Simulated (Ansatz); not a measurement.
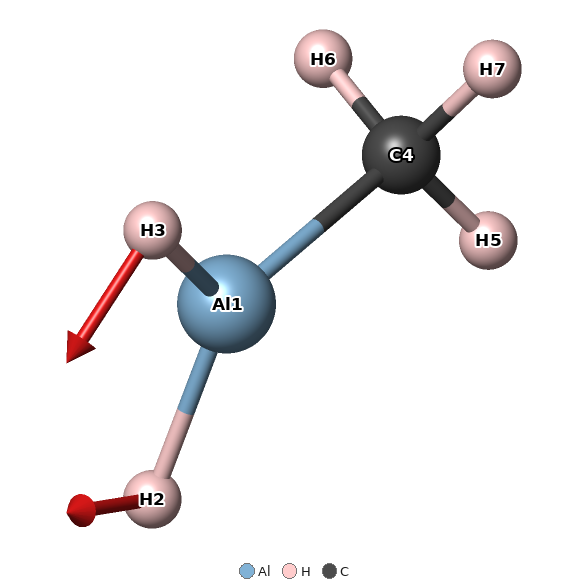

The arrows show one normal mode. Harmonic vibrations computed with RKS PBE0-D4/def2-TZVP (Ansatz 0.2.0) at a stationary point of the same level.

Q: Describe the motion.

A: Mostly H–Al–H bending.

Q: At what wavenumber does it lie?

A: 800 cm⁻¹; it is mode 7 of 15 counted from the lowest.
